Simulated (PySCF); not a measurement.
# C$_{4}$H$_{12}$BNO: what the fields show

The calculation's input:

```
{"job": {"kind": "uv", "xc": "CAM-B3LYP", "basis": "def2-SVPD", "nstates": 8, "ntriplets": 3}, "charge": 0, "multiplicity": 1}
C      2.280216    -0.231754     0.219369
O      1.348095     0.629115    -0.395852
C     -0.020991     0.410667    -0.146668
C     -0.734252     1.698631    -0.535008
C     -0.511073    -0.166810     1.176612
B     -1.426298    -1.220917     0.318011
N     -0.546117    -0.710353    -0.996241
H      2.412177     0.011374     1.278054
H      2.000309    -1.286163     0.128378
H      3.222382    -0.064977    -0.301831
H     -0.455533     1.990039    -1.546030
H     -1.808390     1.557198    -0.469104
H     -0.436638     2.492155     0.144283
H     -0.990095     0.583765     1.800201
H      0.287679    -0.616254     1.760060
H     -2.558795    -0.911885     0.155817
H     -1.242098    -2.378909     0.494859
H      0.190612    -1.361734    -1.248159
H     -1.020994    -0.413937    -1.844213
```

Launched as:

```sh
OMP_NUM_THREADS=1 python probes_run.py task.json out
```

Geometry: GFN2-xTB.

These are results of CAM-B3LYP/def2-SVPD, SCF density, gas phase in PySCF, not measurements.

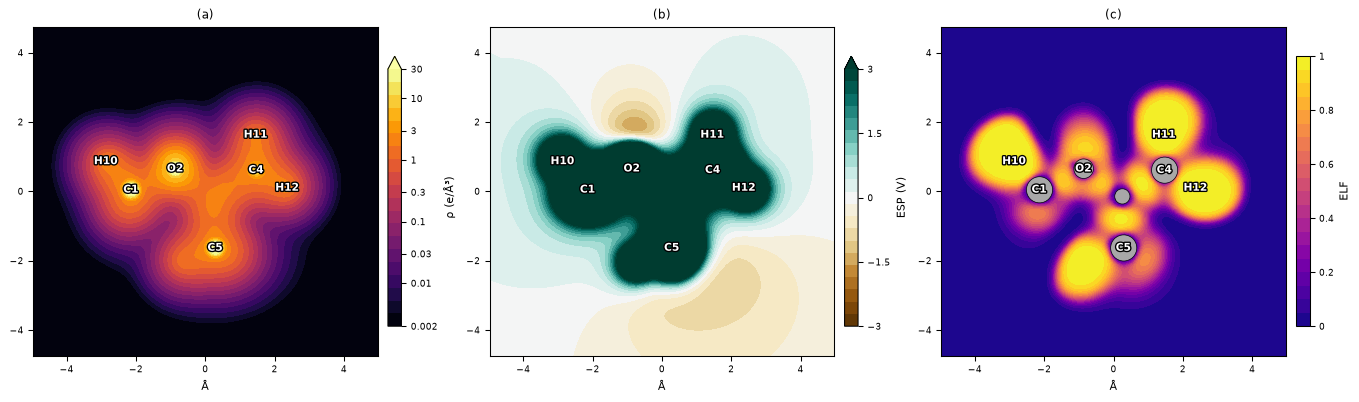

Figure 1. (a) total electron density; (b) molecular electrostatic potential; (c) electron localisation function on the plane of atoms O2, C1 and H10. Grey discs cover the atomic cores in the ELF map.

> What does the map show?

The plane passes through C, O and H nuclei. C–O (1.41 Å): ρ at the midpoint is about 2.1 e/Å³, with its minimum of 1.7 e/Å³ about 0.5 Å from C; the ELF peaks at about 0.90 between the atoms; a polar covalent bond. C–H (1.09 Å): ρ at the midpoint is about 2 e/Å³; the ELF climbs to about 1 towards the hydrogen, as it does in any bond to H; an ordinary covalent bond to hydrogen. The ELF also peaks beside O2, away from the bonds: lone-pair regions. Outside the dense part of the molecule the potential is most negative (−1.5 V) near O2.

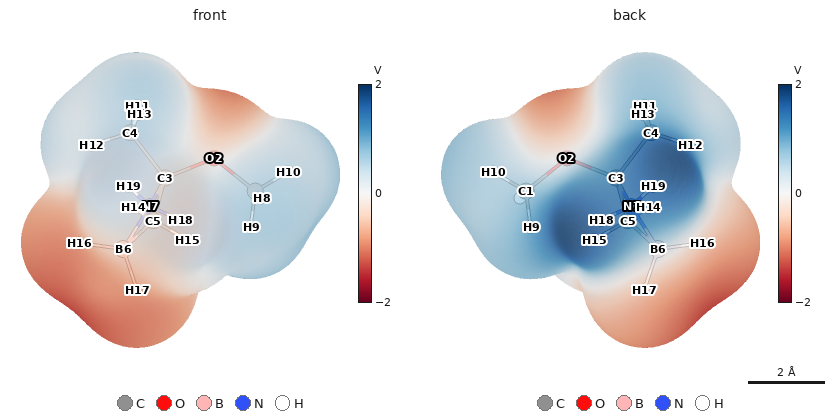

Figure 2. The molecular electrostatic potential painted on the density surface at 0.001 e/bohr³, seen from the front and from behind; the colour scale runs from red (negative) to blue (positive).

> Describe the electrostatic potential map.

The most negative region (about −1.3 V) lies over H17, the most positive (about +1.9 V) over H18 and H19.
